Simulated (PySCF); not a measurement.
SMILES c1cc2sccc2s1 at its CAM-B3LYP/def2-SVP optimised geometry (Å):

```
12

C     -0.7464     2.1585     0.0000
C     -1.5044     1.0251    -0.0001
C     -0.6793    -0.1395    -0.0001
S     -0.9613    -1.8472    -0.0001
C      0.7454    -2.1583    -0.0001
C      1.5044    -1.0257     0.0000
C      0.6796     0.1391     0.0000
S      0.9603     1.8470     0.0000
H     -1.1024     3.1877     0.0000
H     -2.5939     1.0245    -0.0001
H      1.1008    -3.1877    -0.0001
H      2.5939    -1.0257     0.0000
```

Level of theory: CAM-B3LYP/def2-TZVP in PySCF. Cells within 0.4 Å of a nucleus heavier than hydrogen are left out (blank, or x).

Map of the electrostatic potential (hartree/e), clipped to [-0.08, 0.12] on the plane z = 0.0 Å:

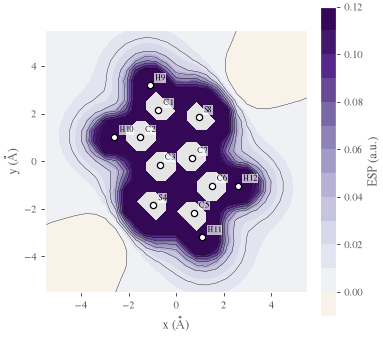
Figure. Electrostatic potential (hartree/e), clipped to [-0.08, 0.12] on the plane z = 0.0 Å.
